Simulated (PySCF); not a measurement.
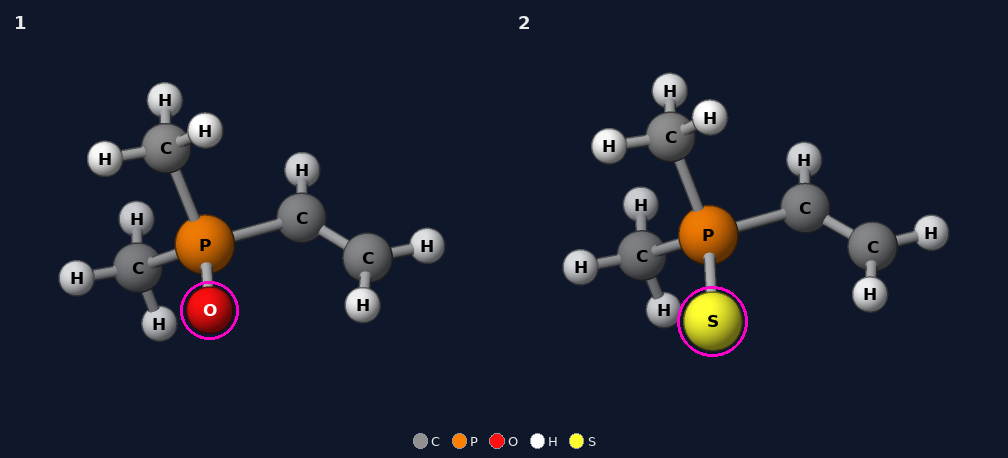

2 molecules with one skeleton, seen from the same side and at one scale; the atom that differs is circled. Charge 0, singlet. Computed geometries: GFN2-xTB optimisations, one conformation each. Properties computed with PySCF 2.14.0.

One atom differs, called X below: O in panel 1, S in panel 2. Their formulas are C4H9OP (`C=CP(C)(C)=O`), C4H9PS (`C=CP(C)(C)=S`).

**In which is the Hirshfeld charge of X higher (PBE0/pcSseg-1)?**

In panel 2 (X = S).

**In which is the dipole moment larger (PBE0/pcSseg-1)?**

In panel 2 (X = S).

Give the values. With GFN2-xTB: length of X–P (Å), mean angle C–P–X (°). With PBE0/pcSseg-1: dipole moment (D), HOMO energy (Kohn–Sham orbital) (eV), HOMO–LUMO gap (eV), Hirshfeld charge of X (e), GIAO shielding of the P bonded to X (ppm).

```json
{"quantity": "length of X–P (Å)", "1 (O)": "1.467", "2 (S)": "1.937", "2 − 1": "+0.470"}
{"quantity": "mean angle C–P–X (°)", "1 (O)": "114.0", "2 (S)": "115.1", "2 − 1": "+1.1"}
{"quantity": "dipole moment (D)", "1 (O)": "3.84", "2 (S)": "4.52", "2 − 1": "+0.68"}
{"quantity": "HOMO energy (Kohn–Sham orbital) (eV)", "1 (O)": "−7.56", "2 (S)": "−6.40", "2 − 1": "+1.16"}
{"quantity": "HOMO–LUMO gap (eV)", "1 (O)": "7.04", "2 (S)": "5.71", "2 − 1": "−1.33"}
{"quantity": "Hirshfeld charge of X (e)", "1 (O)": "−0.41", "2 (S)": "−0.33", "2 − 1": "+0.08"}
{"quantity": "GIAO shielding of the P bonded to X (ppm)", "1 (O)": "319.7", "2 (S)": "304.2", "2 − 1": "−15.5"}
```

The geometry is semi-empirical. Around P such bond lengths and angles can be off by a tenth of an ångström or more and by several degrees, and values that hang on the shape move with them.
